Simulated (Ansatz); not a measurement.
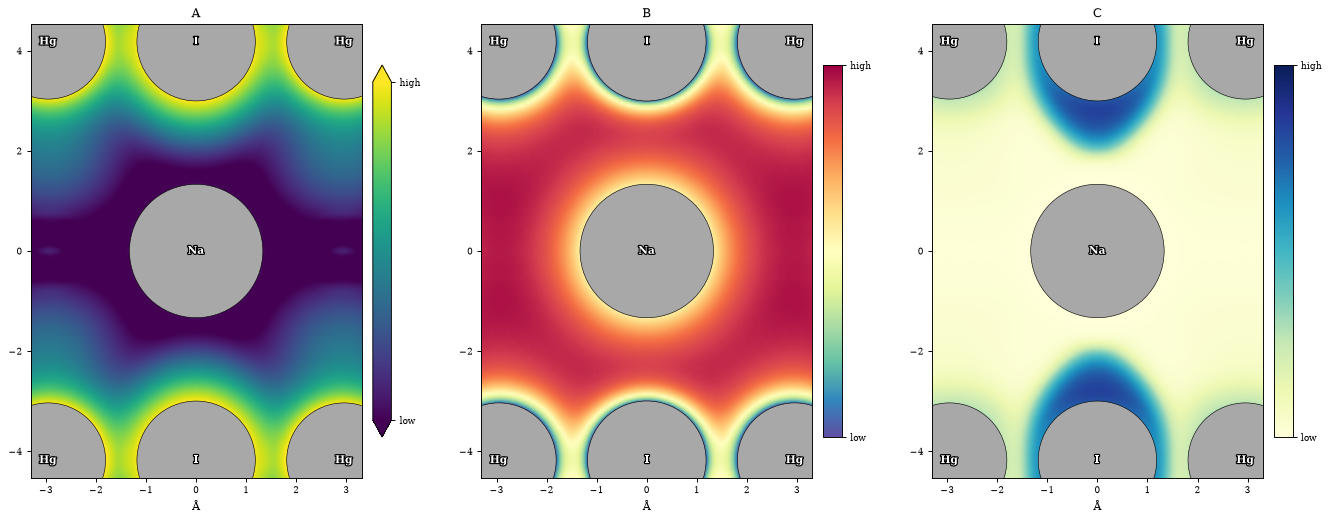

NaHgI$_{3}$: 3 fields on the (11̄0) plane of the conventional cell, with unlabelled colour scales. Grey discs cover the atomic cores.

Space group Pm-3m; started from the cubic perovskite prototype, which need not be the ambient phase.

The calculation used DFT, r2SCAN+rVV10, plane waves, PAW (Ansatz 0.2.0).

Input

```
crystal:
  lattice:
    - [5.9119698884, 0.0, 0.0]
    - [0.0, 5.9119698884, 0.0]
    - [0.0, 0.0, 5.9119698884]
  atoms:
    - { symbol: Na, position: [0.0, 0.0, 0.0] }
    - { symbol: Hg, position: [0.5, 0.5, 0.5] }
    - { symbol: I, position: [0.5, 0.5, 0.0] }
    - { symbol: I, position: [0.5, 0.0, 0.5] }
    - { symbol: I, position: [0.0, 0.5, 0.5] }
kpoints:
  mp_grid: { grid: [6, 6, 6] }
  band_path:
    path: [[0.0, 0.0, 0.0], [0.0, 0.5, 0.0], [0.5, 0.5, 0.0], [0.5, 0.5, 0.5]]
    npoints: 1
hamiltonian:
  xc: r2scan
  dispersion: rvv10
scf:
  occupations: { method: fermi_dirac, width: 0.03 }
  n_extra_bands: 5
output:
  forces: true
  stress: true
  eigenvalues: true
  write_density: true
  write_potential: true
  elf: true
  volumetric_format: npy
```

Command:

```sh
ansatz run input.yaml --threads 2 --pin off --max-ram 20275MiB --backend cpu --events-out ev --progress --plain --runs-dir out
```

Below, planes, directions and counts refer to the conventional cell (a = 5.91 Å, b = 5.91 Å, c = 5.91 Å, α = 90.00°, β = 90.00°, γ = 90.00°).

Q: The panels show electron localisation function, electrostatic potential energy of an electron and valence pseudo-density in some order. Assign them.

A: Panel A: valence pseudo-density. Panel B: electrostatic potential energy of an electron (low next to the atoms, rising into the space between them). Panel C: electron localisation function. From the grid: Hg–I (2.96 Å): ρ is about 0.28 e/Å³ halfway; the ELF is about 0.30 at the midpoint and 0.20 at its lowest between the atoms. Na–I (4.18 Å): ρ is about 0.03 e/Å³ halfway, with its minimum of 0.009 e/Å³ about 1.5 Å from Na; the ELF peaks at about 0.85 in the valence shell of I, 1.4 Å from its nucleus, and drops to about 0 between the two atoms (no localised pair shows between them).
